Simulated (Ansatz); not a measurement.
The relaxed structure here is a generated cell of WS2: the first start was made by a random draw of sites in a space group, and the end was not matched to a known phase here, so it may be hypothetical. Known forms of WS2 include space group No. 194.

One stationary structure of WS2. Space group C2 (No. 5). The numbers are results of r2SCAN (plane waves to 500 eV, PAW, scalar-relativistic; Ansatz, an electronic-structure program), not measurements.

```xyz
9
Lattice="4.1002 -3.1287 0.0000 4.1002 3.1287 0.0000 -3.3278 0.0000 7.2128" Properties=species:S:1:pos:R:3 pbc="T T T"
S     -0.9900    -0.6869     5.6439
S      5.8627    -0.6869     1.5689
S      0.9253    -0.3278     2.7805
S      3.9474    -0.3278     4.4324
S      4.1002     1.5327     0.0000
S      2.4363    -1.4349     3.6064
W      3.4584     0.2683     6.7311
W      1.4143     0.2683     0.4818
W      4.1002    -0.7659     0.0000
```

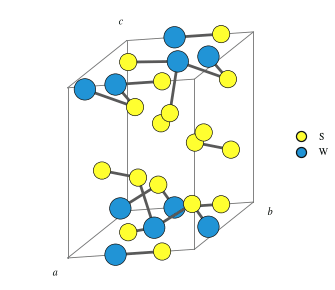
Figure. The conventional cell of the relaxed structure

| Item | Result |
|---|---|
| Volume per atom | 20.56 Å³ |
| Band gap | no gap (metallic) |
| Shortest distances | S–S 2.05 Å; S–W 2.30 Å; W–W 2.57 Å |
| k-mesh | 10×10×7 |

Band energies at high-symmetry points (eV from the Fermi level; labels of this space group; no spin-orbit coupling), from −5 eV up to 2.9 eV:

```csv
point,energies
Γ,-4.65 -4.47 -4.05 -3.81 -3.47 -3.38 -3.16 -2.64 -2.17 -2.08 -1.76 -1.24 -1.02 -0.64 -0.05 0.41 0.42 1.08 1.37 1.96 2.71
C,-4.80 -4.35 -3.87 -3.45 -3.25 -2.72 -2.70 -1.63 -1.57 -1.31 -1.18 -0.59 -0.31 -0.18 0.32 0.80 1.27 1.51 2.15 2.74
C2,-4.80 -4.35 -3.87 -3.45 -3.25 -2.72 -2.70 -1.63 -1.57 -1.31 -1.18 -0.59 -0.31 -0.18 0.32 0.80 1.27 1.51 2.15 2.74
Y2,-4.91 -4.34 -3.70 -3.46 -3.36 -2.77 -2.65 -1.57 -1.57 -1.37 -1.16 -0.61 -0.31 -0.14 0.42 0.82 1.25 1.72 2.15 2.66
M2,-4.73 -4.49 -4.23 -3.76 -3.60 -3.41 -3.41 -2.82 -1.84 -1.55 -1.20 -1.05 -0.73 -0.33 0.01 0.69 0.70 1.27 1.57 2.11 2.52
D,-4.73 -4.53 -4.39 -3.78 -3.63 -3.12 -2.91 -2.70 -1.87 -1.70 -1.38 -1.05 -0.68 -0.64 0.02 0.46 0.54 0.91 1.37 2.10 2.80
D2,-4.73 -4.53 -4.39 -3.78 -3.63 -3.12 -2.91 -2.70 -1.87 -1.70 -1.38 -1.05 -0.68 -0.64 0.02 0.46 0.54 0.91 1.37 2.10 2.80
A,-4.71 -4.37 -4.31 -3.99 -3.31 -3.18 -3.08 -2.39 -2.24 -1.98 -1.60 -1.40 -1.10 -0.86 -0.08 0.04 0.44 1.17 1.20 1.95 2.29
```

The relaxed cell holds bonded S–S pairs (2.05 Å). No spin polarisation in the result.

The run could not lose the symmetry of its start: the end is stationary, and may be a saddle point rather than a minimum.
